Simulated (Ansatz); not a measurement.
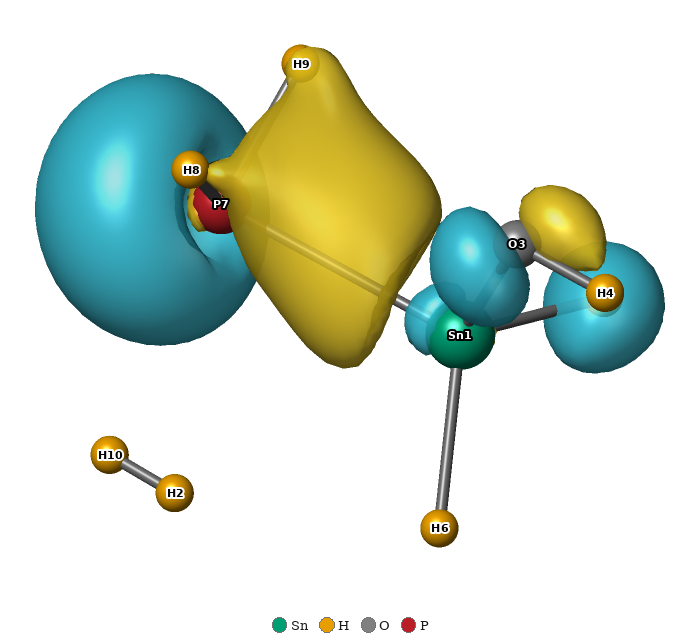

H5OPSn···H2. One frontier orbital at ±0.15 Å⁻³ᐟ² (yellow and cyan are the two phases), seen at a tilt.

Core potentials replace the inner electrons of Sn; not at a stationary point (largest force 1.7 eV/Å).

The calculation used Ansatz 0.2.0, RKS PBE0-D4/def2-SVP.

The calculation's input:

```
crystal:
  periodic: [false, false, false]
  atoms:
    - { symbol: Sn, position_ang: [0.0, 0.0, 0.0] }
    - { symbol: H, position_ang: [0.0, 0.0, 2.09] }
    - { symbol: O, position_ang: [1.8483, 0.0, -0.6527] }
    - { symbol: H, position_ang: [2.1646, -0.9521, -0.7693] }
    - { symbol: H, position_ang: [-0.8195, 1.4198, -0.5794] }
    - { symbol: H, position_ang: [-0.8195, -1.4198, -0.5794] }
    - { symbol: P, position_ang: [1.4475, 2.1829, 0.8703] }
    - { symbol: H, position_ang: [2.5398, 1.7418, 1.6632] }
    - { symbol: H, position_ang: [1.9378, 2.9039, -0.2505] }
    - { symbol: H, position_ang: [0.5684, 0.8571, 2.1074] }
basis:
  gaussian: { orbitals: def2-SVP }
hamiltonian:
  xc: pbe0
  dispersion: d4
relax:
  f_tol: 0.15
  max_steps: 25
  restrain:
    - { distance: [0, 6], at: 2.46, k: 30.0 }
    - { distance: [9, 1], at: 0.66, k: 30.0 }
    - { distance: [0, 1], at: 2.94, k: 30.0 }
    - { distance: [9, 6], at: 2.62, k: 30.0 }
output:
  orbitals: {}
```

Launched as:

```sh
ansatz run input.yaml --threads 2 --pin off --max-ram 3072MiB --backend cpu --events-out ev --progress --plain --runs-dir out
```

The fields are those of the run's last geometry, not of the input's.

Q: Which orbital is it: HOMO or LUMO?

A: The HOMO, at −7.66 eV. Its weight (Hirshfeld) is mainly on P7 (about 60 %), Sn1 (about 15 %) and O3 (about 5 %).
